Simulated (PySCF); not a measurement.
# [Y(NH2)2]+: a change of charge

Aim: at the relaxed geometry of [Y(NH2)2]+, try a change of charge. It is a constructed species; whether it can be made isn't addressed.

Method: PBE0, Y def2-SVP with ECP28, N def2-SVP, H def2-SVP; scalar-relativistic core potentials, no spin–orbit coupling; program: PySCF 2.14.0.

1 further run of the same task is left out (for a known fault of the program).

## Step 1: Where the work starts

7 atoms, charge 1, spin multiplicity 1.

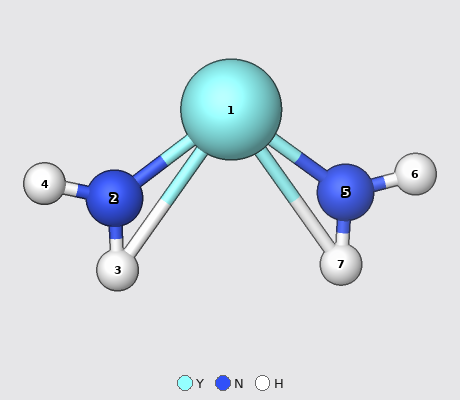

The structure; yttrium teal, nitrogen blue, hydrogen white; atoms are numbered from 1 in the order of the file.

Geometry (Å):

```xyz
7

Y     0.0000    0.7888   -0.1038
N     1.6436    0.0366    0.8645
H     1.5895   -0.6083    1.6564
H     2.6388    0.1929    0.6916
N    -1.6436    0.0366    0.8645
H    -2.6388    0.1929    0.6916
H    -1.5895   -0.6083    1.6564
```

Formal oxidation states: Y +3. An earlier session relaxed this geometry at PBE0, Y def2-SVP with ECP28, N def2-SVP, H def2-SVP (singlet, point group Cs).

Its energy there is -149.836503 Eh.

## Step 2: One electron removed, multiplicity 2

File run.py (the lines that set the calculation):

```python
mol = gto.M(atom='''
Y      0.00000     0.78882    -0.10384
N      1.64357     0.03660     0.86449
H      1.58954    -0.60835     1.65645
H      2.63880     0.19292     0.69157
N     -1.64357     0.03660     0.86449
H     -2.63880     0.19292     0.69157
H     -1.58954    -0.60835     1.65645''',
    basis={'Y': 'def2-SVP', 'N': 'def2-SVP', 'H': 'def2-SVP'},
    ecp={'Y': 'def2-SVP'},
    charge=2, spin=1)
mf = dft.UKS(mol, xc='PBE0')
mf.grids.atom_grid = (50, 194)
mf = mf.density_fit()  # fitting sets: Y def2-universal-JKFIT, N def2-universal-JKFIT, H def2-universal-JKFIT
mf.conv_tol = 1e-08; mf.max_cycle = 55
mf.kernel(dm0)  # dm0: the density of the relaxed state
```

Run with:

```
$ OMP_NUM_THREADS=2 python run.py
```

What it wrote:

```text
init E= -149.84631433295
  HOMO = -0.423476787058  LUMO = -0.418157362953  gap/eV = 0.14475
cycle= 1 E= -149.289902026224  delta_E= 0.556  |g|= 0.261  |ddm|= 0.575
  HOMO = -0.71646383773  LUMO = -0.669291042689  gap/eV = 1.28364
cycle= 2 E= -149.27009374662  delta_E= 0.0198  |g|= 0.362  |ddm|= 0.503
  HOMO = -0.6501491016  LUMO = -0.599885714471  gap/eV = 1.36774
cycle= 3 E= -149.329439947046  delta_E= -0.0593  |g|= 0.0263  |ddm|= 0.276
  HOMO = -0.640784895662  LUMO = -0.589670150131  gap/eV = 1.39090
cycle= 4 E= -149.330046844896  delta_E= -0.000607  |g|= 0.0135  |ddm|= 0.0606
  HOMO = -0.63867539325  LUMO = -0.586448381565  gap/eV = 1.42117
cycle= 5 E= -149.330272127317  delta_E= -0.000225  |g|= 0.00469  |ddm|= 0.0271
  HOMO = -0.638060764503  LUMO = -0.585275953054  gap/eV = 1.43635
cycle= 6 E= -149.330316536185  delta_E= -4.44e-05  |g|= 0.000926  |ddm|= 0.0147
  HOMO = -0.638004495226  LUMO = -0.585120779539  gap/eV = 1.43904
cycle= 7 E= -149.330317859827  delta_E= -1.32e-06  |g|= 0.000172  |ddm|= 0.00283
  HOMO = -0.638003193654  LUMO = -0.585113342366  gap/eV = 1.43921
cycle= 8 E= -149.330317891303  delta_E= -3.15e-08  |g|= 5.12e-05  |ddm|= 0.000354
  HOMO = -0.638001174864  LUMO = -0.585112574849  gap/eV = 1.43917
cycle= 9 E= -149.330317893871  delta_E= -2.57e-09  |g|= 1.88e-05  |ddm|= 9.42e-05
  HOMO = -0.637999618908  LUMO = -0.58511124753  gap/eV = 1.43917
Extra cycle  E= -149.330317894081  delta_E= -2.1e-10  |g|= 1.44e-05  |ddm|= 3.88e-05
converged SCF energy = -149.330317894081  <S^2> = 0.78945349  2S+1 = 2.0390718
```

Wall time 2.1 s (2 threads of Arm Neoverse V1, shared host).

Result: E = -149.330318 Eh (+13.774 eV from the relaxed state), HOMO -17.36 eV, LUMO -15.92 eV (over both spins), ⟨S²⟩ = 0.789, Mulliken charge on Y1 +1.51 e. 

## Step 3: One electron added, multiplicity 2

Edit run.py (the lines that set the calculation) of step 2 so:

```diff
@@ -10,3 +10,3 @@
     ecp={'Y': 'def2-SVP'},
-    charge=2, spin=1)
+    charge=0, spin=1)
 mf = dft.UKS(mol, xc='PBE0')
```

Run with:

```
$ OMP_NUM_THREADS=2 python run.py
```

What it wrote:

```text
init E= -149.845007638366
  HOMO = -0.245961035223  LUMO = -0.24219067053  gap/eV = 0.10260
cycle= 1 E= -150.006233656149  delta_E= -0.161  |g|= 0.143  |ddm|= 1.21
  HOMO = -0.0994485661587  LUMO = -0.0244828623981  gap/eV = 2.03992
cycle= 2 E= -150.013716752736  delta_E= -0.00748  |g|= 0.142  |ddm|= 0.843
  HOMO = -0.12920897629  LUMO = -0.0499772061355  gap/eV = 2.15601
cycle= 3 E= -150.027518526127  delta_E= -0.0138  |g|= 0.0342  |ddm|= 0.306
  HOMO = -0.133014365693  LUMO = -0.0535914611493  gap/eV = 2.16121
cycle= 4 E= -150.02798828105  delta_E= -0.00047  |g|= 0.0145  |ddm|= 0.0385
  HOMO = -0.135461670434  LUMO = -0.0556020273971  gap/eV = 2.17309
cycle= 5 E= -150.02811797791  delta_E= -0.00013  |g|= 0.00226  |ddm|= 0.0217
  HOMO = -0.135621914989  LUMO = -0.0557517266414  gap/eV = 2.17338
cycle= 6 E= -150.02812718793  delta_E= -9.21e-06  |g|= 0.000919  |ddm|= 0.00767
  HOMO = -0.135631526543  LUMO = -0.055771280952  gap/eV = 2.17311
cycle= 7 E= -150.028129982823  delta_E= -2.79e-06  |g|= 0.000378  |ddm|= 0.00567
  HOMO = -0.135629796994  LUMO = -0.0557819372018  gap/eV = 2.17277
cycle= 8 E= -150.028130446181  delta_E= -4.63e-07  |g|= 0.000106  |ddm|= 0.00242
  HOMO = -0.135620951009  LUMO = -0.0557740564441  gap/eV = 2.17274
cycle= 9 E= -150.028130509912  delta_E= -6.37e-08  |g|= 3.44e-05  |ddm|= 0.00103
  HOMO = -0.135618354017  LUMO = -0.055770671636  gap/eV = 2.17277
cycle= 10 E= -150.028130518576  delta_E= -8.66e-09  |g|= 1.42e-05  |ddm|= 0.00039
  HOMO = -0.135618513077  LUMO = -0.0557709408144  gap/eV = 2.17276
Extra cycle  E= -150.028130519456  delta_E= -8.8e-10  |g|= 8.51e-06  |ddm|= 8.93e-05
converged SCF energy = -150.028130519456  <S^2> = 0.75095527  2S+1 = 2.000955
```

It took 2.1 s on 2 threads of Arm Neoverse V1, shared host.

Result: E = -150.028131 Eh (-5.214 eV from the relaxed state), HOMO -3.69 eV, LUMO -1.52 eV (over both spins), ⟨S²⟩ = 0.751, Mulliken charge on Y1 +0.35 e. 

## Step 4: The states side by side

| state | energy from the relaxed state (eV) | ⟨S²⟩ | time |
| --- | --- | --- | --- |
| charge +1, singlet, vacuum (relaxed) | 0 | 0.00 |  |
| charge 0, doublet, vacuum | -5.21 | 0.75 | 2.1 s |
| charge +2, doublet, vacuum | 13.77 | 0.79 | 2.1 s |

An electron taken off or put on is at rest in vacuum. 

Removing an electron vertically costs 13.77 eV (doublet), against −HOMO = 11.65 eV. Adding an electron vertically releases 5.21 eV (doublet). The bases are small and lack diffuse functions. Spin–orbit coupling is left out.
